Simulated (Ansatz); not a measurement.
## Converging the k-point mesh at a smearing width of 0.02 eV: Sr (P-3m1, 2 atoms in the cell)

```
Sr
1.0
    4.28830     0.00000     0.00000
   -2.14415     3.71377     0.00000
    0.00000     0.00000     7.02343
Sr
2
Direct
  0.33333   0.66667   0.25712
  0.66667   0.33333   0.75000
```

Computed with LDA (PW92), default PAW files made with PBE (plane waves; Ansatz, a first-principles code).

Base settings: basis.ecutwfc = 420 eV; kpoints.mp_grid.grid = 9 9 5; hamiltonian.xc = lda; hamiltonian.pseudopotentials = {kind: paw} (the program's default PAW files); scf.occupations.method = gaussian; scf.occupations.width = 0.1 eV.

In this ladder: scf.occupations.width = 0.02 eV.

Only quantities that move along the ladder and can be compared are tabulated.

The count of work is k-points × plane waves × bands × iterations; it is no time. 

The starting cell comes from a database of computed structures (which also holds hypothetical and non-ambient phases and stackings), without a prior relaxation at this level. Its lattice was rescaled by up to half a per cent. One atom was moved a little off its site on purpose. Ansatz's pressure includes its estimate of the finite-basis (Pulay) stress.

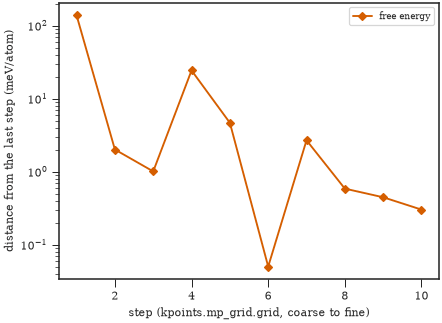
Distance from the last step along the ladder; very small values are drawn at a floor.

```csv
kpoints.mp_grid.grid,free energy less the last step's (meV/atom),pressure (GPa),largest difference of a force vector from the last step's (eV/Å),count of work / last
3 3 2,138.05,-1.54,0.049,0.017
4 4 2,-2.00,-1.31,0.012,0.017
5 5 3,1.01,-1.40,0.009,0.025
6 6 3,24.27,-1.40,0.018,0.036
7 7 4,4.66,-1.42,0.001,0.059
8 8 5,0.00,-1.43,0.004,0.085
10 10 5,2.68,-1.42,0.001,0.12
12 12 6,0.58,-1.41,0.000,0.21
14 14 8,0.44,-1.43,0.003,0.36
17 17 9,0.30,-1.43,0.001,0.55
21 21 11,0.00,-1.43,0.000,1.0
```

Coarsest kpoints.mp_grid.grid that holds the forces within 0.02 eV/Å of the last step, with all finer ones: 4 4 2, at 0.017 of the last step's count of work; the step before is off by 0.049 eV/Å.

Coarsest kpoints.mp_grid.grid that holds the pressure within 0.1 GPa of the last step, with all finer ones: 5 5 3, at 0.025 of the last step's count of work; the step before is off by 0.12 GPa.

Coarsest kpoints.mp_grid.grid that holds the free energy within 0.5 meV/atom: not settled: the last two steps still differ by 0.30 meV/atom, over half the tolerance, so the ladder does not show it.

Keys are those of Ansatz 0.2.
